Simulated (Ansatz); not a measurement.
# AlH2Br (SMILES [H][Al]([H])[Br]): wB97X/STO-3G

Aim: the electronic atomisation energy of AlH2Br at wB97X/STO-3G, from 4 runs. 

The results are computed with Ansatz 0.2.0.

51 further runs of the same task are left out: 2 that didn't finish, 49 set aside as unsound or not needed.

### Step 1. The system as given

AlH2Br has 4 atoms, charge 0, and is taken as a singlet. As SMILES, `[H][Al]([H])[Br]`. The shape comes from GFN2-xTB, which is rough for such elements, and wasn't checked as a minimum.

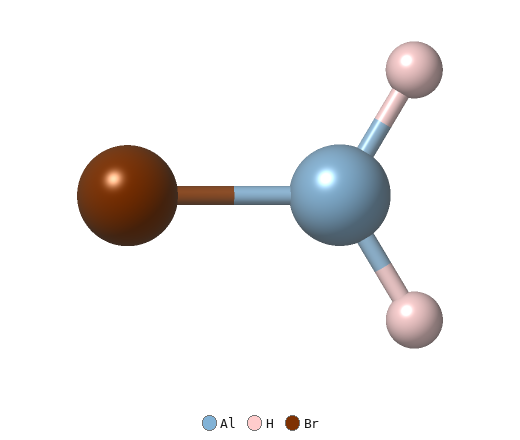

Viewed from a chosen angle; aluminium light blue, hydrogen pink, bromine brown.

### Step 2. The energy at wB97X/STO-3G

Input file run.yaml:

```yaml
crystal:
  periodic: [false, false, false]
  atoms:
    - {symbol: Al, position_ang: [0.085960, 0.143320, 0.001240]}
    - {symbol: H, position_ang: [1.619870, 0.141230, 0.011920]}
    - {symbol: H, position_ang: [-0.640600, 1.494120, -0.021230]}
    - {symbol: Br, position_ang: [-1.065230, -1.778670, 0.008060]}
basis:
  gaussian: {orbitals: STO-3G}
total_charge: 0
magnetization: {spin_polarized: false}
hamiltonian: {xc: {name: wB97X}}
accuracy: high
```

The run is started by

```console
$ ansatz run run.yaml --threads 1 --pin off --max-ram 2610MiB --events-out events.jsonl --progress --plain --runs-dir runs
```

Log:

```text
Warning: RAYON_NUM_THREADS=1 ignored (pool sized by the plan → 1); use --threads N
Functional definition: wB97X
  name "wB97X"
  parameter omega = 0.3/bohr
  parameter cx = 0.157706
  parameter cx1 = 0.726479
  parameter cx2 = 1.04760
  parameter cx3 = -5.70635
  parameter cx4 = 13.2794
  parameter css1 = -4.33879
  parameter css2 = 18.2308
  parameter css3 = -31.7430
  parameter css4 = 17.2901
  parameter cos1 = 2.37031
  parameter cos2 = -11.3995
  parameter cos3 = 6.58405
  parameter cos4 = -3.78132
  exchange = spin_sum(e_x_unif_sr(omega)*poly(b97_u_x, 1 - cx, cx1, cx2, cx3, cx4)) + cx*exact_x_sr(omega)
      + exact_x_lr(omega)
  correlation = spin_sum(e_c_pw_same_spin*poly(b97_u_same, 1, css1, css2, css3, css4))
      + integral(e_c_pw_opposite_spin*poly(b97_u_opposite, 1, cos1, cos2, cos3, cos4))
413 factors; integrals over basis functions are off by at most 7.7e-9 eV
131 factors; integrals over basis functions are off by at most 1.0e-9 eV
mean field evaluation 1: about -75831.7764 eV, gradient 1.8e1 eV
mean field evaluation 2: about -75833.1838 eV, gradient 5.7e0 eV
mean field evaluation 4: about -75833.2734 eV, gradient 7.1e-2 eV
mean field evaluation 8: about -75833.2355 eV, gradient 7.5e-4 eV
mean field -75833.23548320 eV, -2786.8200023945 hartree, gradient 2.2e-8 eV, S^2 0.000000; 0 other end points of the search recorded, 0 dependent functions left out
reference -75833.23548167 eV, -2786.8200023380 hartree; 25, 25 occupied and 4, 4 virtual orbitals, 413 factors
Total energy: -75833.23548167 eV, -2786.8200023380 hartree
```

Wall time 5.7 s (1 thread of Arm Neoverse V1, shared host); peak memory 0.26 GiB.

### Step 3. The Al atom, same level

Input file input.yaml:

```yaml
crystal:
  periodic: [false, false, false]
  atoms:
    - symbol: Al
      position_ang: [0.000000, 0.000000, 0.000000]
basis:
  gaussian:
    orbitals: STO-3G
total_charge: 0
magnetization:
  spin_polarized: true
  initial_magnetization: 1
hamiltonian:
  xc: {name: wB97X}
accuracy: high
```

Run the same way, it converges to -239.31015 Eh (log not shown).

### Step 4. The Br atom at the same level

Input file in.yaml:

```yaml
crystal:
  periodic: [false, false, false]
  atoms:
    - {symbol: Br, position_ang: [0.000000, 0.000000, 0.000000]}
basis:
  gaussian: {orbitals: STO-3G}
hamiltonian: {xc: {name: wB97X}}
magnetization: {spin_polarized: true, initial_magnetization: 1}
accuracy: high
```

Run the same way, it converges to -2546.02276 Eh (log not shown).

### Step 5. The H atom

Input file input.yaml:

```yaml
crystal:
  periodic: [false, false, false]
  atoms:
    - {symbol: H, position_ang: [0.000000, 0.000000, 0.000000]}
basis:
  gaussian: {orbitals: STO-3G}
hamiltonian: {xc: {name: wB97X}}
magnetization: {spin_polarized: true, initial_magnetization: 1}
accuracy: high
```

Run the same way, it converges to -0.46692 Eh (log not shown).

### Step 6. Summary of results

At wB97X/STO-3G:

| quantity | value |
| --- | --- |
| molecule: total energy | -2786.82000 Eh |
| Al atom: total energy | -239.31015 Eh |
| Al atom: ⟨S²⟩ | 0.750 |
| Br atom: total energy | -2546.02276 Eh |
| Br atom: ⟨S²⟩ | 0.750 |
| H atom: total energy | -0.46692 Eh |
| H atom: ⟨S²⟩ | 0.750 |
| electronic atomisation energy | 15.055 eV |

Taking the molecule apart into free atoms costs 15.05 eV (347 kcal/mol), before zero-point energy and without spin-orbit coupling. In a minimal basis such a difference can be off by several eV, whatever the method.
